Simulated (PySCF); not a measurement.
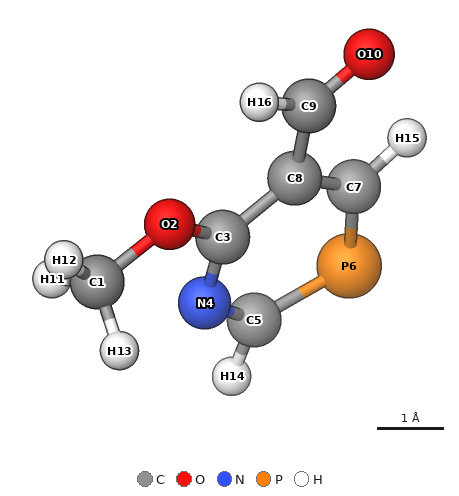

The structure as given in the input (ball-and-stick view, seen at a tilt; atoms are numbered from 1 in the order of the input). Bond lengths as drawn: C–C 1.39 to 1.49 Å, C–H 1.10 to 1.11 Å, C–N 1.32 Å, C–O 1.21 to 1.42 Å and C–P 1.74 to 1.75 Å.

## Two runs on C$_{6}$H$_{6}$NO$_{2}$P

System: C$_{6}$H$_{6}$NO$_{2}$P.
Method of run 1: GIAO PBE0/pcSseg-1 NMR shielding, non-relativistic, IEF-PCM acetonitrile (PySCF 2.14.0).

The geometry comes from this level: PBE0-D3(BJ)/def2-SVP. Text and figures count atoms from 1; the logs count them from 0 in places.

### The input, run 1
```
{"job": {"kind": "nmr", "xc": "PBE0", "basis": "pcSseg-1", "solvent": "acetonitrile", "pop": true}, "charge": 0, "multiplicity": 1}
C     -2.073168    -1.144700    -0.998634
O     -0.842467    -1.171345    -0.300558
C     -0.199806    -0.022179    -0.105592
N     -0.750544     1.087298    -0.568506
C     -0.173704     2.269575    -0.415047
P      1.340692     2.671926     0.366795
C      1.772971     1.052971     0.838082
C      1.032443    -0.094120     0.591897
C      1.557750    -1.400408     1.075690
O      2.600401    -1.510969     1.671361
H     -2.815213    -0.529620    -0.469131
H     -2.408345    -2.187411    -1.049874
H     -1.943887    -0.734093    -2.010507
H     -0.738804     3.109656    -0.844948
H      2.710865     0.887663     1.383033
H      0.919439    -2.284247     0.851802
```

The first line tells a small driver script what to run in PySCF; the rest is the geometry in Å.

Command:
```bash
OMP_NUM_THREADS=1 python <driver script> task.json out
```

Hardware: 1 CPU thread, shared host.

### Output (run 1)
```
coarse grid: 15096 points
cycle   1  E = -777.8746637317  dE =  1.830e+00  |g| = 8.638e-01  |ddm| = 4.064e+00
cycle   2  E = -777.5321117369  dE =  3.426e-01  |g| = 1.593e+00  |ddm| = 2.491e+00
cycle   3  E = -778.0119843132  dE = -4.799e-01  |g| = 1.526e-01  |ddm| = 1.895e+00
cycle   4  E = -778.0156188028  dE = -3.634e-03  |g| = 8.160e-02  |ddm| = 1.837e-01
cycle   5  E = -778.0169144245  dE = -1.296e-03  |g| = 1.540e-02  |ddm| = 7.304e-02
cycle   6  E = -778.0169556677  dE = -4.124e-05  |g| = 7.557e-03  |ddm| = 1.770e-02
cycle   7  E = -778.0169680024  dE = -1.233e-05  |g| = 1.542e-03  |ddm| = 6.915e-03
cycle   8  E = -778.0169684403  dE = -4.379e-07  |g| = 6.361e-04  |ddm| = 1.939e-03
final grid: 144816 points
cycle   9  E = -778.0962160507  dE = -1.676e-05  |g| = 1.464e-02  |ddm| = 3.796e-02
cycle  10  E = -778.0961342913  dE =  8.176e-05  |g| = 2.542e-02  |ddm| = 3.087e-02
cycle  11  E = -778.0962573367  dE = -1.230e-04  |g| = 2.189e-03  |ddm| = 2.106e-02
cycle  12  E = -778.0962582735  dE = -9.368e-07  |g| = 3.811e-04  |ddm| = 1.916e-03
cycle  13  E = -778.0962582955  dE = -2.205e-08  |g| = 1.881e-04  |ddm| = 4.504e-04
cycle  14  E = -778.0962583027  dE = -7.214e-09  |g| = 3.724e-05  |ddm| = 1.827e-04
cycle  15  E = -778.0962583030  dE = -2.753e-10  |g| = 1.673e-05  |ddm| = 5.513e-05
converged SCF energy = -778.0962583030

GIAO shielding tensors (ppm)
atom      isotropic    diamagn.    paramagn.     s11        s22        s33       span
  0 C      129.829     243.826    -113.997    100.661    114.601    174.224     73.563
  1 O      195.186     400.875    -205.689     83.755    220.011    281.791    198.036
  2 C       15.357     252.784    -237.427    -40.476    -17.490    104.037    144.512
  3 N      -61.904     337.625    -399.530   -346.052   -122.881    283.219    629.271
  4 C      -17.313     256.704    -274.018   -197.394      2.209    143.246    340.640
  5 P      159.509     966.696    -807.187    -71.246      3.683    546.090    617.336
  6 C        8.455     257.127    -248.672   -158.408     -9.454    193.225    351.633
  7 C       61.999     261.923    -199.924    -23.988     45.787    164.199    188.187
  8 C       -9.430     245.760    -255.190    -95.330    -33.837    100.876    196.206
  9 O     -290.705     397.440    -688.146   -901.960   -386.432    416.276   1318.236
 10 H       27.093      28.684      -1.592     23.376     24.771     33.130      9.754
 11 H       26.928      27.455      -0.527     22.667     25.786     32.331      9.664
 12 H       27.084      28.712      -1.628     23.351     24.807     33.094      9.742
 13 H       20.789      28.611      -7.822     17.871     18.058     26.439      8.568
 14 H       21.180      30.875      -9.695     18.523     18.625     26.391      7.867
 15 H       20.810      29.028      -8.218     16.144     21.329     24.957      8.813
```

For run 2 the input was changed thus:
```diff
-"solvent": "acetonitrile"
-"pop": true
+"solvent": "chloroform"
+"pop": false
```

Predict how the results change.

The total energy of run 2 is 1.6 kcal/mol higher: the change of the electrostatic solvation energy at this fixed geometry, without cavity or dispersion terms. The dipole moment goes from 4.41 to 4.18 D. Of all shieldings, the largest change is that of O10, by −13.9 ppm. The number of SCF iterations is the same.

### Output (run 2)
```
coarse grid: 15096 points
cycle   1  E = -777.8690802562  dE =  1.835e+00  |g| = 8.699e-01  |ddm| = 4.064e+00
cycle   2  E = -777.4969689004  dE =  3.721e-01  |g| = 1.638e+00  |ddm| = 2.637e+00
cycle   3  E = -778.0088365830  dE = -5.119e-01  |g| = 1.625e-01  |ddm| = 2.033e+00
cycle   4  E = -778.0129460574  dE = -4.109e-03  |g| = 8.725e-02  |ddm| = 2.009e-01
cycle   5  E = -778.0144101138  dE = -1.464e-03  |g| = 1.717e-02  |ddm| = 8.067e-02
cycle   6  E = -778.0144630241  dE = -5.291e-05  |g| = 8.258e-03  |ddm| = 2.040e-02
cycle   7  E = -778.0144779250  dE = -1.490e-05  |g| = 1.776e-03  |ddm| = 7.830e-03
cycle   8  E = -778.0144785195  dE = -5.944e-07  |g| = 7.258e-04  |ddm| = 2.273e-03
final grid: 144816 points
cycle   9  E = -778.0937304078  dE = -1.576e-05  |g| = 1.483e-02  |ddm| = 3.804e-02
cycle  10  E = -778.0936415136  dE =  8.889e-05  |g| = 2.616e-02  |ddm| = 3.212e-02
cycle  11  E = -778.0937726074  dE = -1.311e-04  |g| = 2.329e-03  |ddm| = 2.231e-02
cycle  12  E = -778.0937736498  dE = -1.042e-06  |g| = 4.149e-04  |ddm| = 2.051e-03
cycle  13  E = -778.0937736770  dE = -2.720e-08  |g| = 1.906e-04  |ddm| = 4.867e-04
cycle  14  E = -778.0937736845  dE = -7.551e-09  |g| = 3.848e-05  |ddm| = 1.917e-04
cycle  15  E = -778.0937736848  dE = -2.908e-10  |g| = 1.872e-05  |ddm| = 6.060e-05
converged SCF energy = -778.0937736848

GIAO shielding tensors (ppm)
atom      isotropic    diamagn.    paramagn.     s11        s22        s33       span
  0 C      129.908     243.738    -113.830    100.993    114.677    174.055     73.062
  1 O      196.938     400.775    -203.837     87.115    222.572    281.126    194.011
  2 C       15.704     252.862    -237.158    -40.564    -16.343    104.019    144.583
  3 N      -63.060     337.529    -400.588   -349.230   -123.157    283.207    632.437
  4 C      -16.531     256.777    -273.308   -196.489      4.135    142.762    339.251
  5 P      157.418     966.667    -809.249    -72.710     -1.577    546.541    619.251
  6 C        8.598     257.243    -248.645   -158.246     -9.064    193.106    351.352
  7 C       62.251     261.978    -199.727    -23.585     46.011    164.326    187.911
  8 C       -8.357     245.706    -254.063    -95.944    -29.535    100.408    196.352
  9 O     -304.591     397.026    -701.617   -930.444   -399.115    415.787   1346.231
 10 H       27.106      28.709      -1.603     23.382     24.798     33.138      9.756
 11 H       27.007      27.542      -0.534     22.760     25.876     32.386      9.626
 12 H       27.097      28.737      -1.639     23.357     24.834     33.101      9.744
 13 H       20.848      28.747      -7.899     17.952     18.101     26.489      8.537
 14 H       21.192      30.883      -9.691     18.577     18.631     26.366      7.789
 15 H       20.814      29.064      -8.250     16.199     21.358     24.886      8.687
```

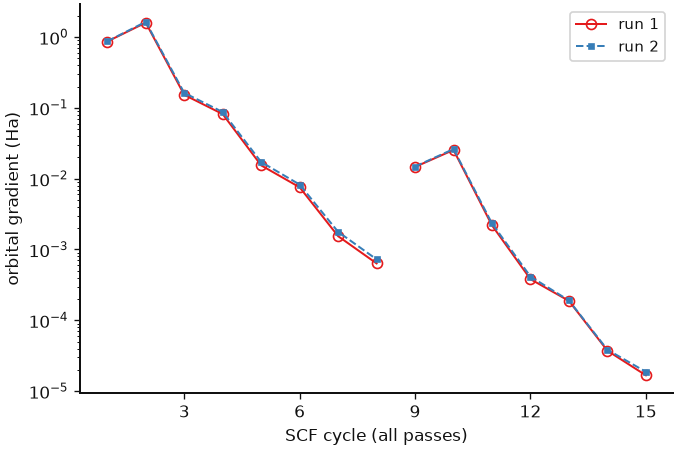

Convergence of the two runs: orbital gradient against the SCF cycle. A break in a curve parts two SCF passes (coarse and final grid). Run 1 takes 15 cycles in all, and run 2 takes 15.

### The two runs side by side

| quantity | run 1 | run 2 |
| --- | --- | --- |
| outcome | converged | converged |
| total energy (hartree) | −778.096258 | −778.093774 |
| HOMO (eV) | −7.05 | −7.07 |
| LUMO (eV) | −2.41 | −2.41 |
| dipole moment (D) | 4.41 | 4.18 |
| shielding of O2 (ppm) | 195.2 | 196.9 |
| shielding of C3 (ppm) | 15.4 | 15.7 |
| shielding of N4 (ppm) | −61.9 | −63.1 |
| shielding of C5 (ppm) | −17.3 | −16.5 |
| shielding of P6 (ppm) | 159.5 | 157.4 |
| shielding of C9 (ppm) | −9.4 | −8.4 |
| shielding of O10 (ppm) | −290.7 | −304.6 |
| SCF iterations | 15 | 15 |
| basis functions | 207 | 207 |
| wall time (shared host) | 38 s | 31 s |
